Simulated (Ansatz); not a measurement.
**Al3GaIr: one candidate of a structure search**

The task: take a trial cell of Al3GaIr to zero force and stress.

Program: Ansatz 0.2.0. Level of theory: DFT PBE, scalar-relativistic, plane waves, PAW. These are calculated values, not measurements.

## 1. The structure to begin with

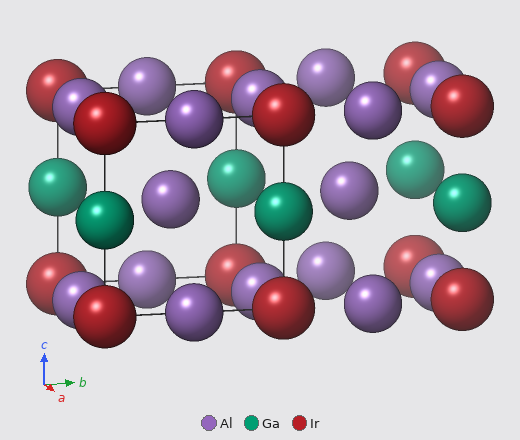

The starting structure, seen slightly off an axis (aluminium purple, gallium teal, iridium red). 1×2×1 cells are drawn. Atoms on the faces are drawn again on the opposite ones.

As a file:

```
Al Ga Ir
1.0
     4.51310    0.00000    0.00000
     0.00000    4.51310    0.00000
     0.00000    0.00000    4.79881
Al Ga Ir
3 1 1
Cartesian
  2.2566 2.2566 2.3994
  2.2566 0.0000 0.0000
  0.0000 2.2566 0.0000
  0.0000 0.0000 2.3994
  0.0000 0.0000 0.0000
```

A structure generator made this guess: random cell by space group and Wyckoff sites (P4/mmm, No. 123). Lengths come from tabulated atomic sizes and are only a guess.

## 2. Probe: one point on a coarse mesh

The input, input.yaml:

```yaml
crystal:
  lattice:
    - [4.51310136, 0.0, 0.0]
    - [0.0, 4.51310136, 0.0]
    - [0.0, 0.0, 4.79881309]
  atoms:
    - { symbol: Al, position: [0.5, 0.5, 0.5] }
    - { symbol: Al, position: [0.5, 0.0, 0.0] }
    - { symbol: Al, position: [0.0, 0.5, 0.0] }
    - { symbol: Ga, position: [0.0, 0.0, 0.5] }
    - { symbol: Ir, position: [0.0, 0.0, 0.0] }
basis:
  ecutwfc: 420
kpoints:
  mp_grid: { grid: [4, 4, 4] }
hamiltonian:
  xc: pbe
scf:
  occupations: { method: gaussian, width: 0.1 }
  lower_state_search: "off"
output:
  forces: true
  stress: true
  eigenvalues: true
```

Run with:

```console
$ ansatz run input.yaml --threads 1 --pin off --max-ram 2560MiB --backend cpu --events-out ev --progress --plain --runs-dir out
```

Further runs follow: rough relaxation on the coarse mesh; spin check on a coarse mesh; final relaxation.

Before running it: what results should come out? Wanted: conventional cell; volume; energy over the elements; gap on the mesh.

**Answer**, as computed:

| quantity | value |
| --- | --- |
| symmetry at the end (tolerance 0.05 Å) | space group P4/mmm (No. 123) |
| conventional cell | a = 4.776 Å, b = 4.776 Å, c = 4.803 Å, α = 90.00°, β = 90.00°, γ = 90.00° |
| volume | 21.91 Å³/atom |
| energy over the elements | +0.02 eV/atom |
| gap on the mesh | none (metal) |

The space group P4/mmm (No. 123) is kept, and the volume per atom grows by 12.1 % from the first guess. The formation energy of this structure is too near zero to say whether it is bound against the elements. No finished test with a distortion of lower symmetry is shown, so the end may be a saddle point. Spin-orbit coupling is left out for Ir. Other magnetic orders were not searched.
